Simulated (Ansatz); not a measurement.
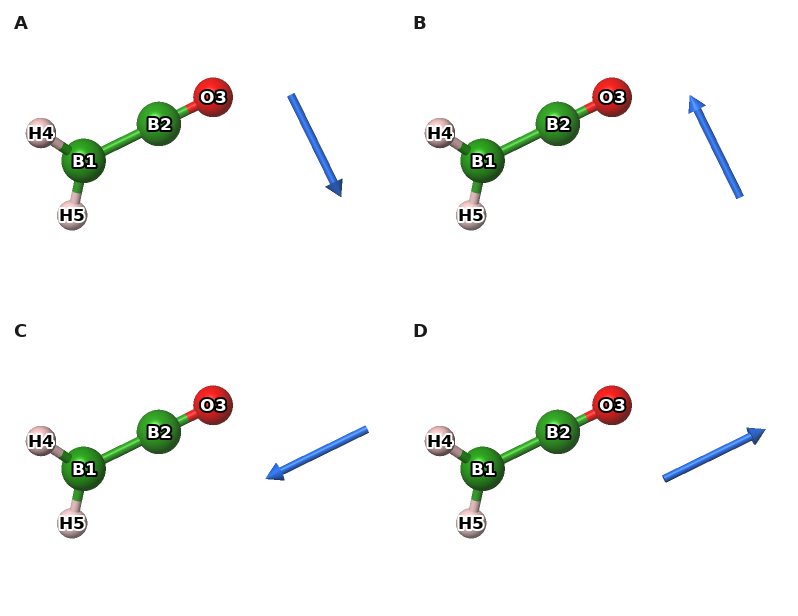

The same molecule four times, each with an arrow. The computed structure is the end point of a PBE0-D4/def2-TZVP optimisation. No frequency run is at hand to confirm it as a minimum. Level of theory: RKS PBE0-D4/def2-TZVP (Ansatz 0.2.0).

### Which arrow points along the dipole moment, from the negative to the positive end?

C. The dipole moment is 3.00 D; it points from the side of O3 to the side of H4, H5 (the outermost atoms at the two ends).
